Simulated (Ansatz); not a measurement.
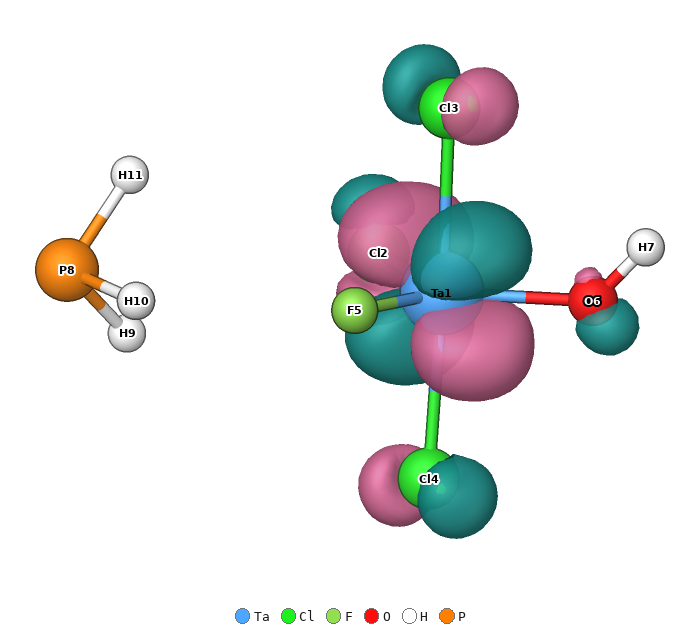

The picture shows: Cl3FHOTa···PH3. One frontier orbital at ±0.15 Å⁻³ᐟ² (teal and pink are the two phases), seen at an oblique angle.

Core potentials replace the inner electrons of Ta.

Computed with Ansatz, RKS PBE/def2-SVP.

```xyz
11

Ta   -0.2240   -0.5222   -0.2188
Cl    2.0625   -0.8018   -0.4003
Cl    0.0016    0.4012    1.9490
Cl   -0.6082   -1.2820   -2.4038
F    -1.1509    1.0550   -0.6712
O    -1.1255   -2.0079    0.5080
H    -1.4092   -2.1926    1.4222
P     1.8478    3.2824   -1.9718
H     2.0928    1.9593   -2.4894
H     0.4404    3.0247   -1.7996
H     2.1513    2.8774   -0.6214
```

> Which orbital is it: HOMO or LUMO?

The LUMO, at −4.18 eV. By Hirshfeld shares it lies mainly on Ta1 (about 65 %), Cl4 (about 10 %), Cl3 (about 10 %) and Cl2 (about 10 %).
